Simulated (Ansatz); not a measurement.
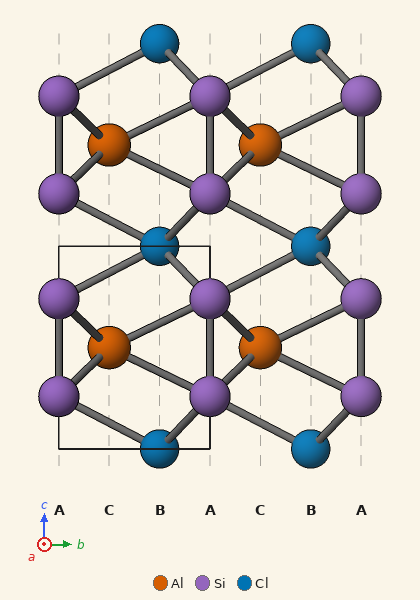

The picture looks along a close-packed row of the hexagonal mesh; c points upwards. The dashed lines mark the three columns A (0, 0), B (1/3, 2/3) and C (2/3, 1/3). The sequence starts with the first layer at or above the cell's origin.

System AlSi2Cl (space group P-6m2, No. 187); source of the atomic positions: coordinates from a relaxation with Ansatz, DFT PBE, scalar-relativistic, plane waves, PAW; the starting structure was generated, so it need not be a known form of this composition.

Q: List the layers of one repeat.

A: Cl(B) – Si(A) – Al(C) – Si(A) (four layers in 5.00 Å).
